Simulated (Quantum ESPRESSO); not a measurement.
**How volume moves the moments of Cobalt**

Wanted: the trend of the moments of Cobalt with volume.

Calculated with Quantum ESPRESSO 7.5; PBE; plane waves with GBRV 1.5 PBE potentials, no spin-orbit coupling.

**1. Set-up**

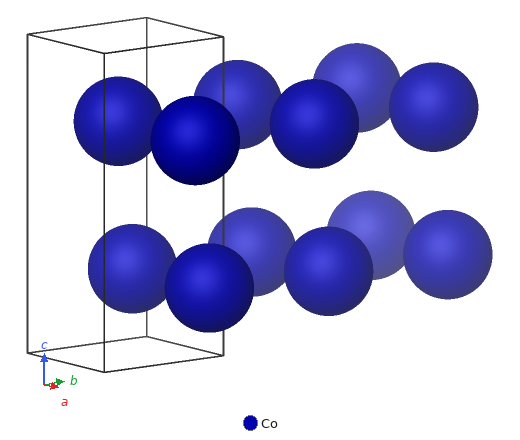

Start, viewed slightly off an axis; cobalt blue. 2×3×1 cells are drawn.

Structure file:

```cif
data_structure
_symmetry_space_group_name_H-M 'P6_3/mmc'
_symmetry_Int_Tables_number 194
_cell_length_a 2.5074
_cell_length_b 2.5074
_cell_length_c 4.0699
_cell_angle_alpha 90.000
_cell_angle_beta 90.000
_cell_angle_gamma 120.000
_cell_volume 22.16
loop_
_atom_site_label
_atom_site_type_symbol
_atom_site_symmetry_multiplicity
_atom_site_Wyckoff_symbol
_atom_site_fract_x
_atom_site_fract_y
_atom_site_fract_z
_atom_site_occupancy
Co1 Co 2 c 0.33333 0.66667 0.25000 1
```

The cell comes from the Crystallography Open Database.

**2. Volume 0.94, ferro ++**

All lengths scale alike; the factor is that of the volume. Atoms keep their fractional places. Seeded atoms are those given a starting moment.

Contents of pw.in:

```
&CONTROL
  calculation = 'scf'
  prefix = 'pwscf'
  outdir = './tmp'
  pseudo_dir = './pseudo'
  disk_io = 'nowf'
  tprnfor = .true.
  tstress = .true.
/
&SYSTEM
  ibrav = 0
  celldm(1) = 8
  nat = 2
  ntyp = 1
  ecutwfc = 40
  ecutrho = 280
  nbnd = 26
  occupations = 'smearing'
  smearing = 'fd'
  degauss = 0.00999582
  nspin = 2
  starting_magnetization(1) = 0.1176
/
&ELECTRONS
  conv_thr = 4d-09
  electron_maxstep = 150
  mixing_beta = 0.3
/
ATOMIC_SPECIES
Co     58.9332 co_pbe_v1.2.uspp.F.UPF
CELL_PARAMETERS alat
   0.5801965198007    0.0000000000000    0.0000000000000
  -0.2900982599015    0.5024649253249    0.0000000000000
   0.0000000000000    0.0000000000000    0.9417491488949
ATOMIC_POSITIONS crystal
Co      0.3333333333    0.6666666667    0.2500000000
Co      0.6666666667    0.3333333333    0.7500000000
K_POINTS automatic
12 12 12 0 0 0
```

On the command line:

```console
$ OMP_NUM_THREADS=1 mpirun -n 2 pw.x -nk 2 -in pw.in > pw.out
```

The log of the run:

```text
Program PWSCF v.7.5 starts

     Message from routine setup:
     using ibrav=0 with symmetry is DISCOURAGED, use correct ibrav instead

     K-points division:     npool     =       2
     Subspace diagonalization in iterative solution of the eigenvalue problem:

     bravais-lattice index     =            0
     lattice parameter (alat)  =       8.0000  a.u.
     unit-cell volume          =     140.5679 (a.u.)^3
     number of atoms/cell      =            2
     number of atomic types    =            1
     number of electrons       =        34.00
     number of Kohn-Sham states=           26
     kinetic-energy cutoff     =      40.0000  Ry
     charge density cutoff     =     280.0000  Ry
     scf convergence threshold =      4.0E-09
     mixing beta               =       0.3000
     number of iterations used =            8  plain     mixing
     Exchange-correlation= SLA  PW   PBE  PBE
                           (   1   4   3   4   0   0   0)

     celldm(1)=   8.000000  celldm(2)=   0.000000  celldm(3)=   0.000000
     celldm(4)=   0.000000  celldm(5)=   0.000000  celldm(6)=   0.000000

     crystal axes: (cart. coord. in units of alat)
               a(1) = (   0.580197   0.000000   0.000000 )
               a(2) = (  -0.290098   0.502465   0.000000 )
               a(3) = (   0.000000   0.000000   0.941749 )

     reciprocal axes: (cart. coord. in units 2 pi/alat)
               b(1) = (  1.723554  0.995094 -0.000000 )
               b(2) = (  0.000000  1.990189  0.000000 )
               b(3) = (  0.000000 -0.000000  1.061854 )

     PseudoPot. # 1 for Co read from file:
     co_pbe_v1.2.uspp.F.UPF
     Pseudo is Ultrasoft + core correction, Zval = 17.0

     atomic species   valence    mass     pseudopotential
     Co               17.00    58.93320     Co( 1.00)

     Starting magnetic structure
     atomic species   magnetization
     Co              0.118

     24 Sym. Ops., with inversion, found (12 have fractional translation)

   Cartesian axes

     site n.     atom                  positions (alat units)
         1        Co     tau(   1) = (  -0.0000000   0.3349766   0.2354373  )
         2        Co     tau(   2) = (   0.2900983   0.1674883   0.7063119  )

     number of k points=   133  Fermi-Dirac smearing, width (Ry)=  0.0100

     Number of k-points >= 100: set verbosity='high' to print them.

     Dense  grid:    11177 G-vectors     FFT dimensions: (  25,  25,  48)

     Smooth grid:     4795 G-vectors     FFT dimensions: (  20,  20,  32)

     Check: negative core charge=   -0.000055
     Generating pointlists ...
     new r_m :   0.2384 (alat units)  1.9070 (a.u.) for type    1

     Initial potential from superposition of free atoms

     starting charge      32.0000, renormalised to      34.0000
     Starting wfcs are   26 randomized atomic wfcs

     Self-consistent Calculation

     iteration #  1     ecut=    40.00 Ry     beta= 0.30
     Davidson diagonalization with overlap
     ethr =  1.00E-02,  avg # of iterations =  4.6

     total energy              =    -594.11057863 Ry
     estimated scf accuracy    <      13.69237813 Ry

     total magnetization       =     2.08 Bohr mag/cell
     absolute magnetization    =     2.13 Bohr mag/cell

     iteration #  2     ecut=    40.00 Ry     beta= 0.30
     Davidson diagonalization with overlap
     ethr =  1.00E-02,  avg # of iterations =  2.1

     total energy              =    -596.90625859 Ry
     estimated scf accuracy    <       0.39911824 Ry

     total magnetization       =     3.10 Bohr mag/cell
     absolute magnetization    =     3.25 Bohr mag/cell

     [... further iterations left out ...]

     iteration # 11     ecut=    40.00 Ry     beta= 0.30
     Davidson diagonalization with overlap
     ethr =  1.64E-10,  avg # of iterations =  1.6

     total energy              =    -596.97973005 Ry
     estimated scf accuracy    <       0.00000002 Ry

     total magnetization       =     3.23 Bohr mag/cell
     absolute magnetization    =     3.56 Bohr mag/cell

     iteration # 12     ecut=    40.00 Ry     beta= 0.30
     Davidson diagonalization with overlap
     ethr =  4.61E-11,  avg # of iterations =  1.5

     Magnetic moment per site  (integrated on atomic sphere of radius R)
     atom   1 (R=0.238)  charge= 15.5642  magn=  1.6913
     atom   2 (R=0.238)  charge= 15.5642  magn=  1.6913

     End of self-consistent calculation

     Number of k-points >= 100: set verbosity='high' to print the bands.

     the Fermi energy is    19.4247 ev

!    total energy              =    -596.97973009 Ry
     estimated scf accuracy    <          5.3E-10 Ry
     smearing contrib. (-TS)   =      -0.00855898 Ry
     internal energy E=F+TS    =    -596.97117110 Ry

     The total energy is F=E-TS. E is the sum of the following terms:
     one-electron contribution =    -300.32906030 Ry
     hartree contribution      =     173.29097908 Ry
     xc contribution           =     -65.42412784 Ry
     ewald contribution        =    -404.50896204 Ry

     total magnetization       =     3.23 Bohr mag/cell
     absolute magnetization    =     3.56 Bohr mag/cell

     convergence has been achieved in  12 iterations

     Forces acting on atoms (cartesian axes, Ry/au):

     atom    1 type  1   force =    -0.00000000   -0.00000000    0.00000000
     atom    2 type  1   force =     0.00000000    0.00000000    0.00000000

     Total force =     0.000000     Total SCF correction =     0.000000

     Computing stress (Cartesian axis) and pressure

          total   stress  (Ry/bohr**3)                   (kbar)     P=      105.18
   0.00073858   0.00000000   0.00000000          108.65        0.00        0.00
   0.00000000   0.00073858   0.00000000            0.00      108.65        0.00
  -0.00000000  -0.00000000   0.00066790           -0.00       -0.00       98.25

=------------------------------------------------------------------------------=
   JOB DONE.
=------------------------------------------------------------------------------=
```

Elapsed: 46 s, on 2 MPI ranks of Arm Neoverse N1, shared host; peak memory 0.2 GiB; 89 s of CPU time.

Spin moment in the atom's sphere by atom:

```csv
atom,spin moment in the atom's sphere (μB)
Co1,1.69
Co2,1.69
```

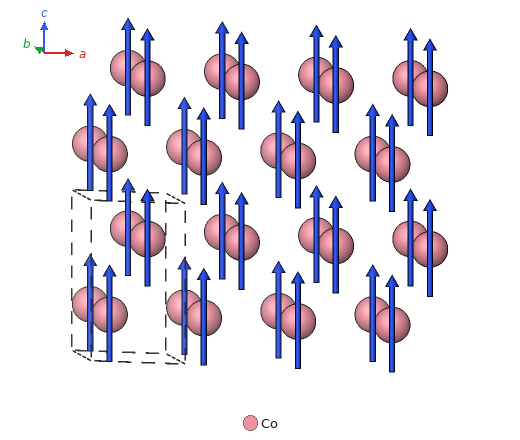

Spin moment in the atom's sphere as arrows, the longest 1.69 μB. Up and down stand for the sign. Arrows give size and sign along the axis of quantisation, drawn up and down the page. 4×2×2 cells are drawn.

Read from the output:

```yaml
smearing_term_ts: 0.1165 eV
pressure: 10.52 GPa
magnetization: 3.233 μB
absolute_magnetization: 3.558 μB
final_state: ferromagnetic
```

**3. Volume 0.94, antiferro +-**

pw.in: that of step 2 with these lines changed.

```diff
@@ -13,6 +13,6 @@
   nat = 2
-  ntyp = 1
+  ntyp = 2
   ecutwfc = 40
   ecutrho = 280
-  nbnd = 26
+  nbnd = 24
   occupations = 'smearing'
@@ -22,2 +22,3 @@
   starting_magnetization(1) = 0.1176
+  starting_magnetization(2) = -0.1176
 /
@@ -29,3 +30,4 @@
 ATOMIC_SPECIES
-Co     58.9332 co_pbe_v1.2.uspp.F.UPF
+Co1    58.9332 co_pbe_v1.2.uspp.F.UPF
+Co2    58.9332 co_pbe_v1.2.uspp.F.UPF
 CELL_PARAMETERS alat
@@ -35,4 +37,4 @@
 ATOMIC_POSITIONS crystal
-Co      0.3333333333    0.6666666667    0.2500000000
-Co      0.6666666667    0.3333333333    0.7500000000
+Co1     0.3333333333    0.6666666667    0.2500000000
+Co2     0.6666666667    0.3333333333    0.7500000000
 K_POINTS automatic
```

The log of the run:

```text
     [... lines left out ...]
Program PWSCF v.7.5 starts
     [... lines left out ...]
     number of atoms/cell      =            2
     [... lines left out ...]
     number of electrons       =        34.00
     number of Kohn-Sham states=           24
     kinetic-energy cutoff     =      40.0000  Ry
     charge density cutoff     =     280.0000  Ry
     scf convergence threshold =      4.0E-09
     [... lines left out ...]
     12 Sym. Ops. (no inversion) found ( 6 have fractional translation)
     [... lines left out ...]
     number of k points=   133  Fermi-Dirac smearing, width (Ry)=  0.0100
     [... lines left out ...]
     iteration # 24     ecut=    40.00 Ry     beta= 0.30
     [... lines left out ...]
     Magnetic moment per site  (integrated on atomic sphere of radius R)
     atom   1 (R=0.238)  charge= 15.5680  magn=  0.6240
     atom   2 (R=0.238)  charge= 15.5679  magn= -0.6241
     [... lines left out ...]
     the Fermi energy is    19.3624 ev
!    total energy              =    -596.95125484 Ry
     estimated scf accuracy    <          1.5E-09 Ry
     smearing contrib. (-TS)   =      -0.02198328 Ry
     [... lines left out ...]
     total magnetization       =    -0.00 Bohr mag/cell
     absolute magnetization    =     1.28 Bohr mag/cell
     convergence has been achieved in  24 iterations
     [... lines left out ...]
     Total force =     0.000000     Total SCF correction =     0.000000
     [... lines left out ...]
          total   stress  (Ry/bohr**3)                   (kbar)     P=       10.80
     [... lines left out ...]
```

It took 84 s on 2 MPI ranks; peak memory 0.2 GiB.

Spin moment in the atom's sphere by atom:

```csv
atom,spin moment in the atom's sphere (μB)
Co1,0.624
Co2,-0.624
```

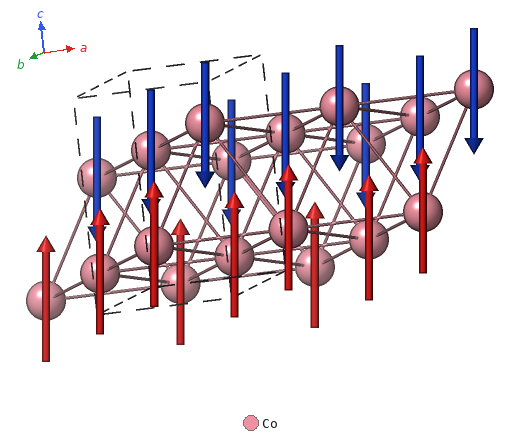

Spin moment in the atom's sphere as arrows, the longest 0.624 μB. Up and down stand for the sign. Arrows give size and sign along the axis of quantisation, drawn up and down the page. The two directions have two colours. 3×3×1 cells are drawn.

Read from the output:

```yaml
smearing_term_ts: 0.2991 eV
pressure: 1.080 GPa
magnetization: 0 μB
absolute_magnetization: 1.279 μB
final_state: antiferromagnetic
```

**4. Volume 0.94, no spin polarisation**

Contents of pw.in:

```
&CONTROL
  calculation = 'scf'
  prefix = 'pwscf'
  outdir = './tmp'
  pseudo_dir = './pseudo'
  disk_io = 'nowf'
  tprnfor = .true.
  tstress = .true.
/
&SYSTEM
  ibrav = 0
  celldm(1) = 8
  nat = 2
  ntyp = 1
  ecutwfc = 40
  ecutrho = 280
  nbnd = 24
  occupations = 'smearing'
  smearing = 'fd'
  degauss = 0.00999582
/
&ELECTRONS
  conv_thr = 4d-09
  electron_maxstep = 150
  mixing_beta = 0.3
/
ATOMIC_SPECIES
Co     58.9332 co_pbe_v1.2.uspp.F.UPF
CELL_PARAMETERS alat
   0.5801965198007    0.0000000000000    0.0000000000000
  -0.2900982599015    0.5024649253249    0.0000000000000
   0.0000000000000    0.0000000000000    0.9417491488949
ATOMIC_POSITIONS crystal
Co      0.3333333333    0.6666666667    0.2500000000
Co      0.6666666667    0.3333333333    0.7500000000
K_POINTS automatic
12 12 12 0 0 0
```

The log of the run:

```text
     [... lines left out ...]
Program PWSCF v.7.5 starts
     [... lines left out ...]
     number of atoms/cell      =            2
     [... lines left out ...]
     number of electrons       =        34.00
     number of Kohn-Sham states=           24
     kinetic-energy cutoff     =      40.0000  Ry
     charge density cutoff     =     280.0000  Ry
     scf convergence threshold =      4.0E-09
     [... lines left out ...]
     24 Sym. Ops., with inversion, found (12 have fractional translation)
     [... lines left out ...]
     number of k points=   133  Fermi-Dirac smearing, width (Ry)=  0.0100
     [... lines left out ...]
     iteration # 11     ecut=    40.00 Ry     beta= 0.30
     [... lines left out ...]
     the Fermi energy is    19.3258 ev
!    total energy              =    -596.95117038 Ry
     estimated scf accuracy    <          5.1E-11 Ry
     smearing contrib. (-TS)   =      -0.02270486 Ry
     [... lines left out ...]
     convergence has been achieved in  11 iterations
     [... lines left out ...]
     Total force =     0.000000     Total SCF correction =     0.000000
     [... lines left out ...]
          total   stress  (Ry/bohr**3)                   (kbar)     P=      -11.02
     [... lines left out ...]
```

Run time: 21 s. Hardware: 2 MPI ranks; peak memory 0.16 GiB; 39 s of CPU time.

Numbers from this step:

- smearing term TS: 0.3089 eV
- pressure: -1.102 GPa
- final state: non-magnetic (no spin polarisation)

**5. Volume 1.1, ferro ++**

pw.in: that of step 4 with these lines changed.

```diff
@@ -16,3 +16,3 @@
   ecutrho = 280
-  nbnd = 24
+  nbnd = 26
   occupations = 'smearing'
@@ -20,2 +20,4 @@
   degauss = 0.00999582
+  nspin = 2
+  starting_magnetization(1) = 0.1176
 /
@@ -29,5 +31,5 @@
 CELL_PARAMETERS alat
-   0.5801965198007    0.0000000000000    0.0000000000000
-  -0.2900982599015    0.5024649253249    0.0000000000000
-   0.0000000000000    0.0000000000000    0.9417491488949
+   0.6114065166098    0.0000000000000    0.0000000000000
+  -0.3057032583049    0.5294935754095    0.0000000000000
+   0.0000000000000    0.0000000000000    0.9924078256155
 ATOMIC_POSITIONS crystal
```

The log of the run:

```text
     [... lines left out ...]
Program PWSCF v.7.5 starts
     [... lines left out ...]
     number of atoms/cell      =            2
     [... lines left out ...]
     number of electrons       =        34.00
     number of Kohn-Sham states=           26
     kinetic-energy cutoff     =      40.0000  Ry
     charge density cutoff     =     280.0000  Ry
     scf convergence threshold =      4.0E-09
     [... lines left out ...]
     24 Sym. Ops., with inversion, found (12 have fractional translation)
     [... lines left out ...]
     number of k points=   133  Fermi-Dirac smearing, width (Ry)=  0.0100
     [... lines left out ...]
     iteration # 11     ecut=    40.00 Ry     beta= 0.30
     [... lines left out ...]
     Magnetic moment per site  (integrated on atomic sphere of radius R)
     atom   1 (R=0.251)  charge= 15.6760  magn=  1.8274
     atom   2 (R=0.251)  charge= 15.6760  magn=  1.8274
     [... lines left out ...]
     the Fermi energy is    16.0940 ev
!    total energy              =    -596.97046521 Ry
     estimated scf accuracy    <          2.5E-10 Ry
     smearing contrib. (-TS)   =      -0.00977436 Ry
     [... lines left out ...]
     total magnetization       =     3.47 Bohr mag/cell
     absolute magnetization    =     3.88 Bohr mag/cell
     convergence has been achieved in  11 iterations
     [... lines left out ...]
     Total force =     0.000000     Total SCF correction =     0.000000
     [... lines left out ...]
          total   stress  (Ry/bohr**3)                   (kbar)     P=     -179.06
     [... lines left out ...]
```

Elapsed: 47 s, on 2 MPI ranks; peak memory 0.22 GiB; 93 s of CPU time.

Numbers from this step:

```yaml
smearing_term_ts: 0.1330 eV
pressure: -17.91 GPa
magnetization: 3.471 μB
absolute_magnetization: 3.881 μB
final_state: ferromagnetic
largest_moment: 1.827 μB
```

**6. The series**

The runs not shown differ from these in the moved quantity alone.

States, by row:

```csv
volume,ferro ++,antiferro +-,no spin polarisation
0.94,ferromagnetic,antiferromagnetic,non-magnetic
0.97,ferromagnetic,antiferromagnetic,non-magnetic
1,ferromagnetic,antiferromagnetic,non-magnetic
1.03,ferromagnetic,antiferromagnetic,non-magnetic
1.06,ferromagnetic,antiferromagnetic,non-magnetic
1.1,ferromagnetic,antiferromagnetic,non-magnetic
```

Largest site moment against volume:

```csv
volume (factor),ferro ++ (μB),antiferro +- (μB)
0.9400,1.69,0.624
0.9700,1.73,0.933
1.0000,1.76,1.11
1.0300,1.78,1.24
1.0600,1.80,1.35
1.1000,1.83,1.47
```

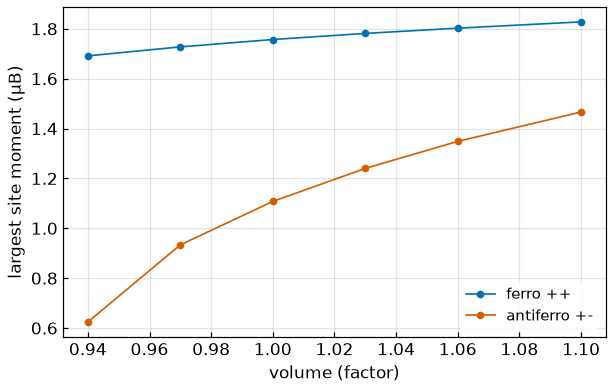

Largest site moment, plotted against volume.

The energy less that of the parallel start by volume; values in meV a seeded atom:

```csv
volume (factor),antiferro +-,no spin polarisation
0.9400,194,194
0.9700,210,218
1.0000,223,241
1.0300,232,264
1.0600,238,285
1.1000,242,311
```

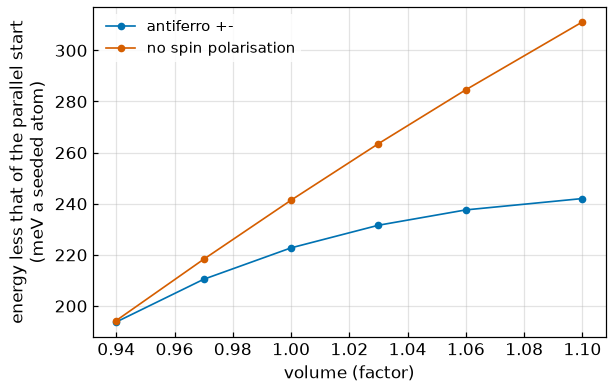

Energy less that of the parallel start, plotted against volume.

Energy over the lowest against volume; values in meV an atom:

```csv
volume (factor),ferro ++,antiferro +-,no spin polarisation
0.9400,14.2,208,209
0.9700,0,210,218
1.0000,0.0388,223,241
1.0300,12.1,244,276
1.0600,34.4,272,319
1.1000,77.3,319,388
```

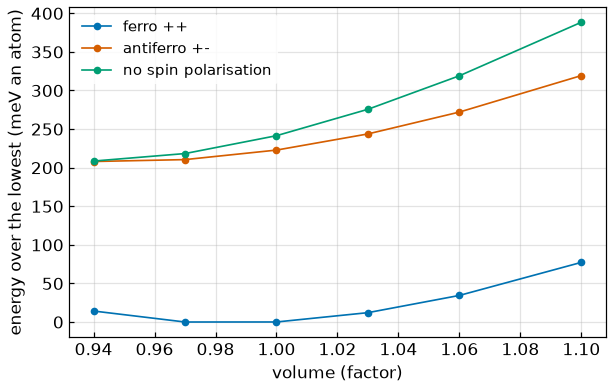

Energy over the lowest against volume.

**7. Outcome**

| Item | Value |
| --- | --- |
| moment, parallel start | 1.69 to 1.83 μB |
| states met from these starts | antiferromagnetic and ferromagnetic |

The moment of the parallel start goes from 1.69 μB at 0.94 to 1.83 μB at 1.1. The net moment of the cell goes from 3.23 to 3.47 μB. The radius of the spheres follows the nearest distance, so part of the change of the site moments is the spheres'. The largest moment of the start antiferro +- lies between 0.624 and 1.47 μB. The start antiferro +- lies over the parallel one at every finished point, by 194 to 242 meV a seeded atom. Energies are free energies at an electronic temperature of 1580 K, which lowers moments and differences where the moments are itinerant.

[Logs and program files are shortened in this print: banners, set-up blocks, solver, clock and traceback lines can be left out without a mark of their own.]

[Logs are printed without paths, hosts, clocks, repeated set-up lines and the standing remarks that a program may print on its own settings, such as how far it seeks lower states.]

[Hosts, paths, dates, database ids (printed as entryN), source tags and the programs' standing remarks are cut or masked in the printed files.]

[Where a cell is said to come from a database of computed structures, the database is the Materials Project.]
